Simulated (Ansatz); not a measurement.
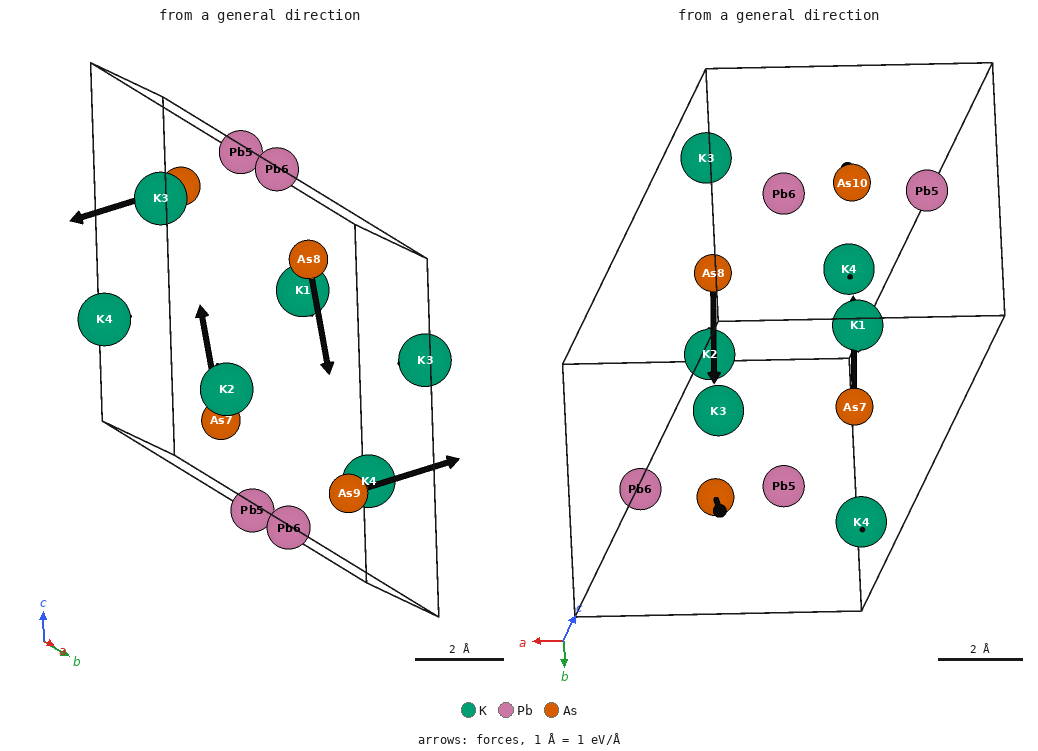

Shown here is a spheres-only view of the crystal, taken from two general directions. Thin lines show the cell (the run's own, in a reduced setting), with boundary atoms drawn in all their periodic places. The arrows are the computed forces on the atoms.

System: K$_{2}$As$_{2}$Pb. Setup: DFT, PAW plane waves, PBE (Ansatz); plane waves up to 420 eV, k-points about 0.25 Å⁻¹ apart, Gaussian smearing of 0.015 eV, no spin polarisation.

Do the forces show a relaxed structure?

No. The atoms still feel forces of up to about 2.3 eV/Å, far above a usual threshold of 0.01 to 0.03 eV/Å.

Find the atom with the largest force.

All As atoms, about 2.3 eV/Å.

Note that this is a generated cell, made by putting these elements into a known structure type (the compound may or may not exist in this form), and that it hasn't been relaxed. It went into a calculation with Ansatz.
